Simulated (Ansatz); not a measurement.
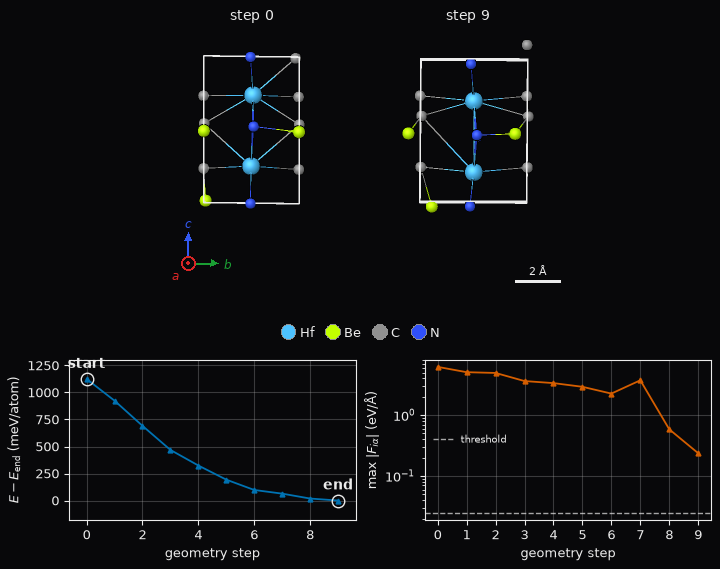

First and last geometry of a relaxation of solid HfBeC₂N (a generated structure, set up in P1) (coarse preliminary run), with the history of the run. A ball-and-stick model of the cell of the calculation, seen along the a axis.

Method: DFT PBE, scalar-relativistic, plane waves, PAW in Ansatz 0.2.0. Set-up: plane-wave cutoff 420 eV; k-point mesh 6 × 6 × 4; occupations gaussian; smearing width 0.2 eV; no spin polarisation; cell and atoms relaxed; force threshold 0.025 eV/Å; at most 60 steps.

> Did the run converge, and what did it change?

The run was cut off at its time limit before the relaxation converged, so the last structure is only a point on the way. After 9 geometry steps the energy has fallen by 1125 meV per atom. Largest force component: 6.2 eV/Å at the start, 0.24 eV/Å at the end. The pressure goes from 4.11 to −1.70 GPa. A C atom moves most relative to the cell: 0.74 Å along [0 1 3]. Largest moves by element: C 0.74 Å, Be 0.57 Å, N 0.44 Å, Hf 0.39 Å. Cell: a 3.284 → 3.213 Å (−2.1 %), b 4.295 → 4.823 Å (+12.3 %), c 6.623 → 6.431 Å (−2.9 %), α 90.7° → 89.8°, β 90.9° → 88.5°, γ 90.0° → 90.3°. Volume +6.7 %. Some distances before and after: C–C 2.265 → 1.296 Å, C–Hf 2.542 → 3.496 Å, C–Hf 2.725 → 3.510 Å, C–Hf 2.743 → 3.514 Å. New bonds form: C–C (2.27 → 1.30 Å). Bond angles that change, for instance: C–Be–C 172.8° → 116.1°, C–Be–C 165.9° → 116.7°, Be–C–Be 174.1° → 127.6°. The space group stays P1 (No. 1). Cost: 5 min on 1 thread of Intel(R) Xeon(R) Platinum 8488C (Sapphire Rapids) (shared host), peak memory 0.6 GiB.
